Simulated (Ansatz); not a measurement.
# Sr₂MnGe₂S₆O: what the fields show

```cif
data_structure
_symmetry_space_group_name_H-M 'P 1'
_symmetry_Int_Tables_number 1
_cell_length_a 9.5206
_cell_length_b 9.5206
_cell_length_c 6.2002
_cell_angle_alpha 90.000
_cell_angle_beta 90.000
_cell_angle_gamma 90.000
_cell_volume 562.00
loop_
_atom_site_label
_atom_site_type_symbol
_atom_site_fract_x
_atom_site_fract_y
_atom_site_fract_z
_atom_site_occupancy
Sr1 Sr 0.15729 0.65729 0.50260 1
Sr2 Sr 0.65729 0.84271 0.49740 1
Sr3 Sr 0.84271 0.34271 0.50260 1
Sr4 Sr 0.34271 0.15729 0.49740 1
Mn1 Mn 0.00000 0.00000 0.00000 1
Mn2 Mn 0.50000 0.50000 0.00000 1
Ge1 Ge 0.62664 0.12664 0.91852 1
Ge2 Ge 0.12664 0.37336 0.08148 1
Ge3 Ge 0.37336 0.87336 0.91852 1
Ge4 Ge 0.87336 0.62664 0.08148 1
S1 S 0.63427 0.13427 0.26822 1
S2 S 0.13427 0.36573 0.73178 1
S3 S 0.36573 0.86573 0.26822 1
S4 S 0.86573 0.63427 0.73178 1
S5 S 0.06294 0.17661 0.25149 1
S6 S 0.17661 0.93706 0.74851 1
S7 S 0.93706 0.82339 0.25149 1
S8 S 0.82339 0.06294 0.74851 1
S9 S 0.56294 0.32339 0.74851 1
S10 S 0.67661 0.56294 0.25149 1
S11 S 0.43706 0.67661 0.74851 1
S12 S 0.32339 0.43706 0.25149 1
O1 O 0.00000 0.50000 0.20419 1
O2 O 0.50000 0.00000 0.79581 1
```

Space group P-42₁m; not relaxed (largest force 0.5 eV/Å); Hubbard U of 3.9 eV on Mn d only; spin-polarised.

Method: DFT, PBE+U, plane-wave PAW, default files, scalar-relativistic in Ansatz 0.2.0.

The density is the valence pseudo-density of a PAW calculation; it isn't the true density close to the nuclei.

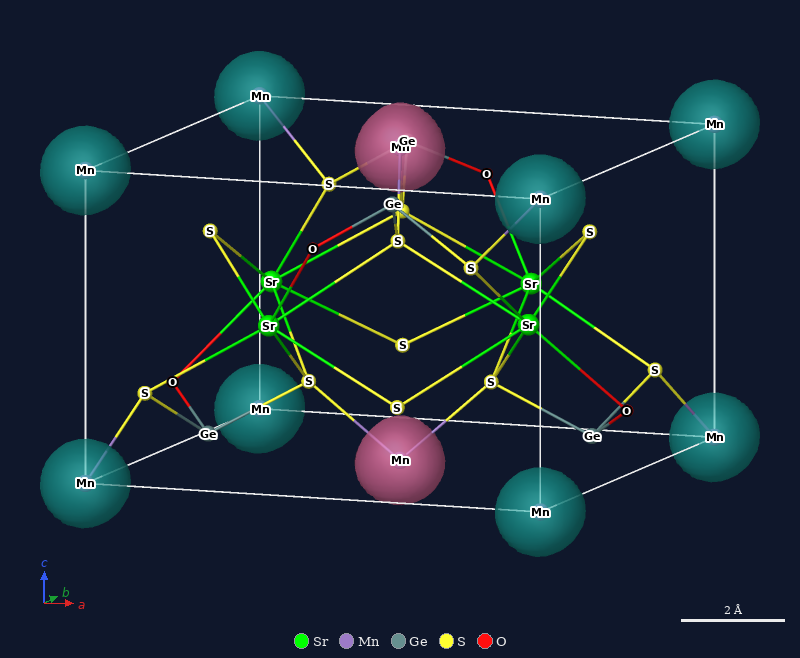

Figure 1. Isosurfaces of the magnetisation density (up minus down) at +0.3 (teal) and −0.3 e/Å³ (pink), seen slightly off an axis. Sticks mark near contacts.

Where is the spin, and how is it ordered?

The spin density sits on Mn: +4.2 μB and −4.2 μB in one cell of 24 atoms: antiferromagnetic in this solution, which needn't be the ground state, with nearest magnetic neighbours parallel and the sign changing further off. The cell of the calculation (24 atoms) carries 0.0 μB of net spin moment.

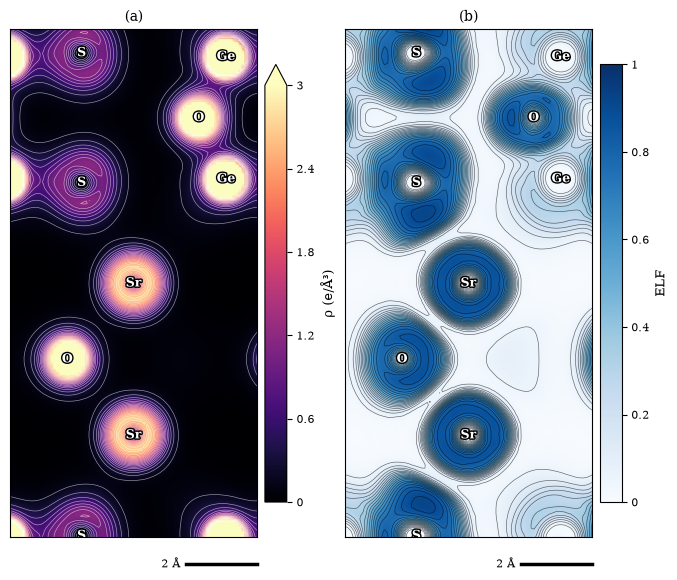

Figure 2. (a) valence charge density (pseudo); (b) ELF on the (11̄0) plane of the cell of the magnetic structure.

What do the fields say about this system?

- The plane passes through Sr, Ge, S and O nuclei.
- Ge–O (1.87 Å): the density is about 0.83 e/Å³ at the midpoint; the ELF peaks at about 0.80 in the valence shell of O, 0.6 Å from its nucleus, and is about 0.45 at the midpoint.
- Sr–O (2.81 Å): the density is about 0.13 e/Å³ at the midpoint; the ELF is about 0.05 at the midpoint (a largely ionic contact).
- Between the atoms the lowest density in this plane is 0.004 e/Å³.
- The features right at Sr lie inside the PAW spheres, where the map follows smoothed inner orbitals and isn't to be read closely.

Does the calculation make it a metal, or give it a gap?

It is gapped, with a Kohn–Sham gap of 2.3 eV on the k-point mesh, an upper bound to the gap of this method.
